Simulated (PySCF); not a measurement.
C$_{3}$H$_{5}$Cl$_{3}$OSi (SMILES [SiH3]O/C(=C\Cl)C(Cl)Cl)

```xyz
13

Si    2.1773   -0.5049    0.0751
O     0.5434   -0.7091    0.0773
C    -0.5179    0.0756   -0.0845
C    -0.5309    1.3551   -0.4588
Cl    0.8919    2.2292   -0.8242
C    -1.8006   -0.6386    0.2522
Cl   -2.3588   -0.1360    1.8718
Cl   -3.0744   -0.3155   -0.9315
H     2.5122   -1.8639    0.4779
H     2.6583   -0.1789   -1.2629
H     2.5764    0.4944    1.0603
H    -1.4479    1.9101   -0.5597
H    -1.6333   -1.7169    0.2893
```

Geometry: GFN2-xTB.

The calculation used B3LYP/def2-SVPD, SCF density, gas phase (PySCF 2.14.0).

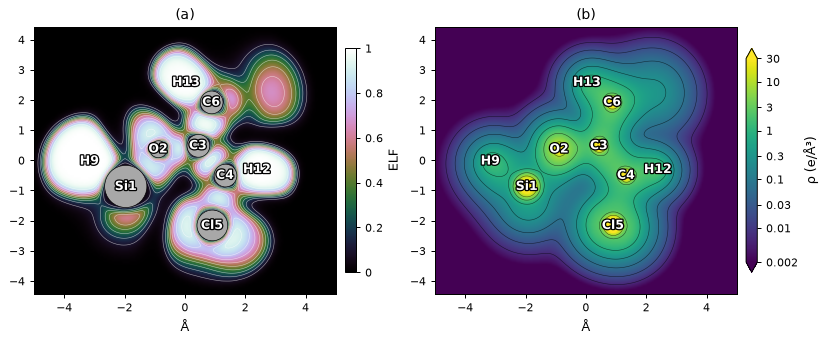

Figure 1. (a) ELF; (b) total electron density on the plane of atoms O2, C3 and C4. Grey discs cover the atomic cores in the ELF map.

Question: Read the bonding off the picture.

Answer: The section cuts through Si, O, C, Cl and H sites. C–O (1.33 Å): ρ at the midpoint is about 2.4 e/Å³; the ELF peaks at about 0.90 between the atoms: a polar covalent bond. C–C (1.33 Å): the density is about 2.3 e/Å³ at the midpoint; the ELF peaks at about 0.95 between the atoms: a short, multiple covalent bond. Si–O (1.65 Å): ρ is about 1.1 e/Å³ halfway; the ELF peaks at about 0.85 between the atoms (a shared but strongly polarised pair). C–Cl (1.71 Å): ρ is about 1.5 e/Å³ halfway; the ELF peaks at about 0.90 between the atoms; a covalent bond. C–H (1.08 Å): ρ at the midpoint is about 2.1 e/Å³; the ELF climbs to about 1 towards the hydrogen, as it does in any bond to H; an ordinary covalent bond to hydrogen. The ELF also peaks beside Cl5 and O2, away from the bonds: lone-pair regions.

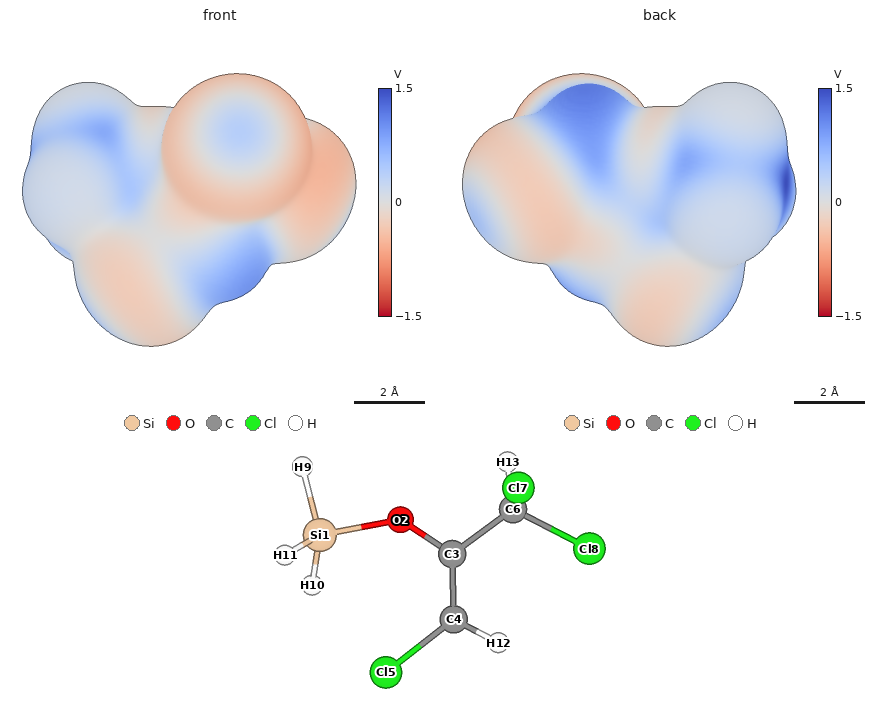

Figure 2. The electrostatic potential painted on the density surface at 0.001 e/bohr³, seen from the front and from behind; red is negative and blue positive. The bare structure is drawn below in the same view.

Question: Where is the surface potential most negative and most positive?

Answer: The most negative region (about −0.5 V) lies over Cl7 and Cl8, the most positive (about +1.3 V) over Si1. Cl5 shows a σ-hole: about +0.6 V at the tip opposite its bond, against about −0.2 V on its flanks. Cl7 shows a σ-hole: about +0.4 V at the tip opposite its bond, against about −0.3 V on its flanks. Cl8 shows a σ-hole: about +0.5 V at the tip opposite its bond, against about −0.2 V on its flanks.

Question: How polar is the molecule by this calculation?

Answer: Its dipole moment is 1.37 D.
